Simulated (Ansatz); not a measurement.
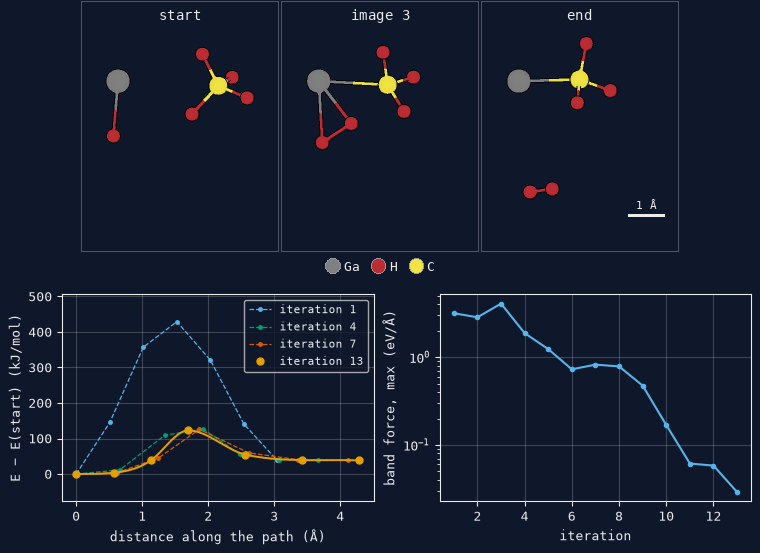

A nudged-elastic-band calculation for CH5Ga, made up of GaH and CH4. Images are numbered from 0 (start) to 6 (end). The plot follows the band through its iterations. The picture is a ball-and-stick view, seen at a tilt.

Theory: RKS PBE0-D4/def2-SVP in Ansatz 0.2.0. Settings: 5 movable images; climbing image.

**Judge this run.**

The run is converged, with reservations. The band converged in 13 iterations. The largest component of the band force went from 3.2 to 0.029 eV/Å. The climbing image converged on the top of the path. Its curvatures weren't checked. The largest force component is 0.27 eV/Å at the start and 0.37 eV/Å at the end; an end with forces this large is no minimum, and the barrier measured from it can be far off. The first iteration put the highest image at 429.2 kJ/mol. The energy climbs by 122.8 kJ/mol to image 3 and then falls by 84.4 kJ/mol, so the end point sits at +38.4 kJ/mol.

Limits of the set-up: the start holds two separate molecules, 2.5 Å apart at their closest, whose relative position is a soft coordinate.

The run took 110 s on 2 threads of Arm Neoverse V1, on a shared host.
